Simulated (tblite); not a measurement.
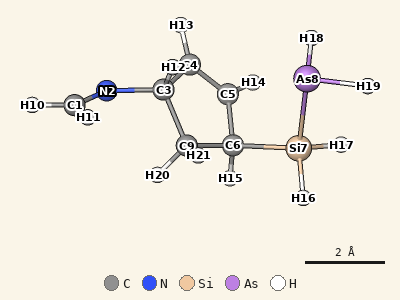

Starting structure of C₆H₁₂AsNSi. A ball-and-stick model, seen from a free direction.

These are results of tblite 0.8.0, GFN2-xTB geometry optimisation, gas phase, not measurements.

```xyz
21

C    -3.4302   -0.9163   -0.0414
N    -2.6927    0.1301   -0.1535
C    -1.2731    0.0957    0.2044
C    -0.7252    1.4841    0.1458
C     0.3521    1.5557   -0.6000
C     0.7048    0.2519   -1.2281
Si    2.3677   -0.3350   -0.5636
As    2.2727   -0.5601    1.7535
C    -0.4467   -0.6803   -0.8358
H    -4.4909   -0.8486   -0.3064
H    -3.0442   -1.8627    0.3118
H    -1.1401   -0.3195    1.2250
H    -1.1275    2.3173    0.7258
H     0.9253    2.4719   -0.7446
H     0.7724    0.3711   -2.3271
H     2.6970   -1.6357   -1.1508
H     3.4077    0.6451   -0.9039
H     2.2032    0.9789    1.9510
H     3.8247   -0.5923    1.8735
H    -1.0534   -0.8930   -1.7381
H    -0.1127   -1.6413   -0.4116
```

**Where does the relaxation end?**

H11 moves most after the best rigid fit: 1.42 Å. Largest moves by element: H 1.42 Å, C 0.66 Å, As 0.60 Å, N 0.41 Å, Si 0.14 Å. Among the contacts that change: As8–H19 1.557 → 1.501 Å, As8–H18 1.553 → 1.498 Å, N2–C3 1.464 → 1.425 Å, C6–Si7 1.884 → 1.922 Å. Bond angles that change, for instance: As8–Si7–H17 108.9° → 116.8°, H18–As8–H19 93.2° → 89.7°, C5–C4–H13 124.2° → 127.5°. Groups turn about N2–C3 by about 55°. The energy falls by 8.42 kcal/mol in 149 geometry steps. Cost: 2.6 s on 1 thread of Arm Neoverse N1, on a shared host.

Final geometry:

```xyz
21

C    -3.2653   -0.7648    0.5756
N    -2.5377   -0.2245   -0.2843
C    -1.1395   -0.0659   -0.0600
C    -0.7355    1.3878   -0.0544
C     0.3336    1.5956   -0.8075
C     0.8494    0.3407   -1.4185
Si    2.4064   -0.2551   -0.4618
As    1.7619   -0.8596    1.6813
C    -0.3233   -0.6327   -1.2365
H    -4.3221   -0.8608    0.3744
H    -2.8988   -1.1563    1.5343
H    -0.8312   -0.5372    0.9077
H    -1.2860    2.1155    0.5159
H     0.8291    2.5415   -0.9515
H     1.0990    0.4800   -2.4716
H     2.9318   -1.4220   -1.1971
H     3.4193    0.8080   -0.5753
H     1.5066    0.5605    2.0834
H     3.1645   -0.7461    2.2024
H    -0.9649   -0.6262   -2.1201
H    -0.0063   -1.6615   -1.0505
```

The end point in the same view:

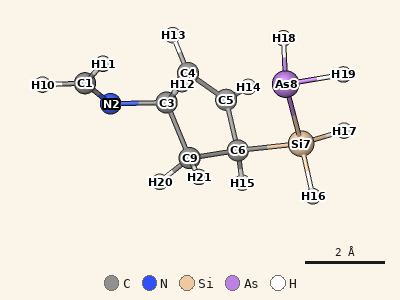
